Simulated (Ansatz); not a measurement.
**Si2NH6Cl (SMILES N[SiH]([SiH3])Cl) at HF/3-21G**

Aim: the electronic atomisation energy of Si2NH6Cl at HF/3-21G, from 5 runs. 

Program for the calculation: Ansatz 0.2.0.

68 further runs of the same task are left out: 2 that didn't finish, 66 set aside as unsound or not needed.

## Step 1: The molecule

Si2NH6Cl: 10 atoms, total charge 0, spin state singlet. As SMILES, `N[SiH]([SiH3])Cl`. The shape is that of a PBE0-D4/def2-TZVP optimisation. This is one conformer, not always the lowest.

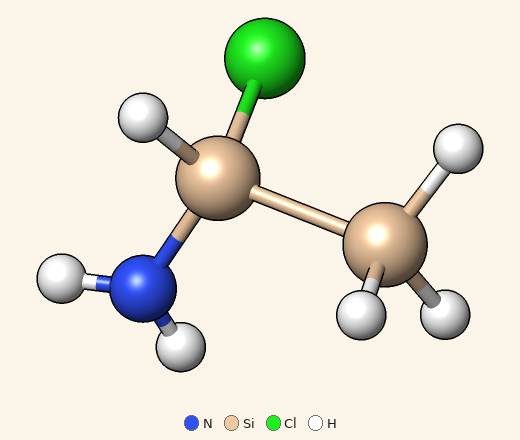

The structure, seen from a chosen angle (nitrogen blue, silicon light orange, chlorine green, hydrogen white).

## Step 2: The energy at HF/3-21G

molecule.yaml

```yaml
crystal:
  periodic: [false, false, false]
  atoms:
    - {symbol: N, position_ang: [-0.500400, 1.640400, -0.476600]}
    - {symbol: Si, position_ang: [-0.088700, 0.024400, -0.834700]}
    - {symbol: Si, position_ang: [0.678000, -1.030800, 1.103600]}
    - {symbol: Cl, position_ang: [-1.669600, -1.135800, -1.538400]}
    - {symbol: H, position_ang: [-1.066800, 1.857300, 0.327900]}
    - {symbol: H, position_ang: [-0.657600, 2.302300, -1.220500]}
    - {symbol: H, position_ang: [0.889100, 0.060000, -1.948200]}
    - {symbol: H, position_ang: [0.872200, -2.482600, 0.855100]}
    - {symbol: H, position_ang: [-0.336100, -0.853800, 2.179500]}
    - {symbol: H, position_ang: [1.962900, -0.432600, 1.555400]}
basis:
  gaussian: {orbitals: 3-21G.json}
hamiltonian: {xc: hf}
accuracy: high
output: {orbitals: {seedname: orbitals}}
```

The basis set 3-21G is read from a file made from the Basis Set Exchange's data (not shown).

On the command line:

```console
$ ansatz run molecule.yaml --threads 1 --pin off --max-ram 3480MiB --events-out events.jsonl --progress --plain --runs-dir runs
```

Log:

```text
Warning: RAYON_NUM_THREADS=1 ignored (pool sized by the plan → 1); use --threads N
Functional definition: HF
  name "HF"
  exchange = exact_x
  correlation = 0
1410 factors; integrals over basis functions are off by at most 5.0e-9 eV
mean field evaluation 1: about -29652.3242 eV, gradient 2.6e1 eV
mean field evaluation 2: about -29652.6168 eV, gradient 2.7e1 eV
mean field evaluation 4: about -29654.3794 eV, gradient 2.1e0 eV
mean field evaluation 8: about -29654.4009 eV, gradient 1.1e-1 eV
mean field evaluation 16: about -29654.4010 eV, gradient 4.3e-8 eV
mean field -29654.40099007 eV, -1089.7791359103 hartree, gradient 4.3e-8 eV, S^2 0.000000; 0 other end points of the search recorded, 0 dependent functions left out
reference -29654.40099007 eV, -1089.7791359103 hartree; 29, 29 occupied and 31, 31 virtual orbitals, 1410 factors
Total energy: -29654.40099007 eV, -1089.7791359103 hartree
```

It took 1.2 s on 1 thread of Arm Neoverse V1, shared host; peak memory 0.15 GiB.

## Step 3: The Cl atom at the same level

in.yaml

```yaml
crystal:
  periodic: [false, false, false]
  atoms:
    - symbol: Cl
      position_ang: [0.000000, 0.000000, 0.000000]
basis:
  gaussian:
    orbitals: 3-21G.json
magnetization:
  spin_polarized: true
  initial_magnetization: 1
hamiltonian:
  xc: hf
accuracy: high
```

The basis set 3-21G is read from a file made from the Basis Set Exchange's data (not shown).

Run the same way, it converges to -457.27655 Eh (log not shown).

## Step 4: The H atom at the same level

in.yaml

```yaml
crystal:
  periodic: [false, false, false]
  atoms:
    - {symbol: H, position_ang: [0.000000, 0.000000, 0.000000]}
basis:
  gaussian:
    orbitals: 3-21G.json
total_charge: 0
magnetization:
  spin_polarized: true
  initial_magnetization: 1
hamiltonian:
  xc: hf
accuracy: high
```

The basis set 3-21G is read from a file made from the Basis Set Exchange's data (not shown).

On the command line:

```console
$ ansatz run in.yaml --threads 1 --pin off --max-ram 3480MiB --events-out events.jsonl --progress --plain --runs-dir runs
```

Log:

```text
Warning: RAYON_NUM_THREADS=1 ignored (pool sized by the plan → 1); use --threads N
[... 4 set-up lines as earlier in the session ...]
3 factors; integrals over basis functions are off by at most 1.3e-8 eV
mean field evaluation 1: about -13.4868 eV, gradient 1.3e0 eV
mean field evaluation 2: about -13.4868 eV, gradient 1.3e0 eV
mean field evaluation 4: about -13.5023 eV, gradient 2.1e-5 eV
mean field evaluation 8: about -13.5023 eV, gradient 1.0e-12 eV
mean field -13.50225274 eV, -0.4961986360 hartree, gradient 4.5e-8 eV, S^2 0.750000; 0 other end points of the search recorded, 0 dependent functions left out
reference -13.50225274 eV, -0.4961986360 hartree; 1, 0 occupied and 1, 2 virtual orbitals, 3 factors
Total energy: -13.50225274 eV, -0.4961986360 hartree
```

Wall time 0.04 s (1 thread of Arm Neoverse V1, shared host).

## Step 5: The N atom at the same level

input.yaml

```yaml
crystal:
  periodic: [false, false, false]
  atoms:
    - {symbol: "N", position_ang: [0.000000, 0.000000, 0.000000]}
basis:
  gaussian:
    orbitals: 3-21G.json
magnetization:
  spin_polarized: true
  initial_magnetization: 3
hamiltonian:
  xc: hf
accuracy: high
```

The basis set 3-21G is read from a file made from the Basis Set Exchange's data (not shown).

Run the same way, it converges to -54.10539 Eh (log not shown).

## Step 6: The Si atom, same level

job.yaml

```yaml
crystal:
  periodic: [false, false, false]
  atoms:
    - {symbol: Si, position_ang: [0.000000, 0.000000, 0.000000]}
basis:
  gaussian: {orbitals: 3-21G.json}
magnetization: {spin_polarized: true, initial_magnetization: 2}
hamiltonian: {xc: hf}
accuracy: high
```

The basis set 3-21G is read from a file made from the Basis Set Exchange's data (not shown).

Run the same way, it converges to -287.34443 Eh (log not shown).

## Step 7: What came out

At HF/3-21G:

| quantity | value |
| --- | --- |
| molecule: total energy | -1089.77914 Eh |
| molecule: HOMO energy | -10.81 eV |
| molecule: LUMO energy | 3.50 eV |
| molecule: HOMO–LUMO gap | 14.31 eV |
| Cl atom: total energy | -457.27655 Eh |
| Cl atom: ⟨S²⟩ | 0.750 |
| H atom: total energy | -0.49620 Eh |
| H atom: ⟨S²⟩ | 0.750 |
| N atom: total energy | -54.10539 Eh |
| N atom: ⟨S²⟩ | 3.752 |
| Si atom: total energy | -287.34443 Eh |
| Si atom: ⟨S²⟩ | 2.000 |
| electronic atomisation energy | 19.895 eV |

What this shows: Taking the molecule apart into free atoms costs 19.90 eV (459 kcal/mol), before zero-point energy and without spin-orbit coupling. Hartree–Fock lacks the correlation of the bonding pairs, which as a rule makes this value much too low; in minimal bases other errors can mask that. The basis has no polarisation functions, which makes bonds too weak.
